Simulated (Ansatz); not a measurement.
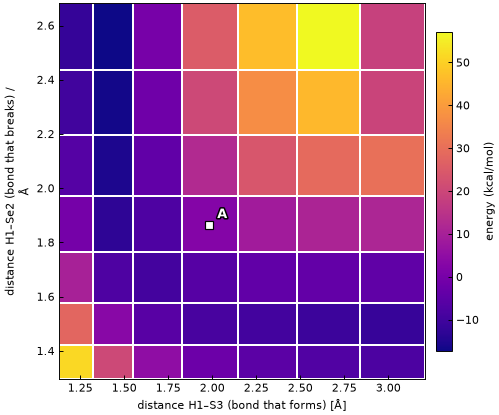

The reacting system H₃SSe (fragments H₂Se + HS where the first distance is long, H₂S + HSe where the second is long), spin multiplicity 2. First axis: distance H1–S3 (bond that forms). Second axis: distance H1–Se2 (bond that breaks). Relaxed at each point: all other coordinates. The scan uses a 7 × 7 grid. Points are written as (first, second). All energies are given in kcal/mol relative to a guessed transition structure relaxed with its forming and breaking bonds held. Energies and slopes of some neighbouring points disagree (a jump in structure or state, or too coarse a mesh). Computed with UKS PBE0-D4/def2-SVP in Ansatz.

In the figure: one coloured cell a grid point, the point A.

> Is A at rest? If not, where is it pushed?

A, at (1.981 Å, 1.864 Å), is not a stationary point. The computed force is 27 kcal/mol for each Å towards smaller values of the first coordinate and 48 kcal/mol for each Å towards smaller values of the second coordinate.
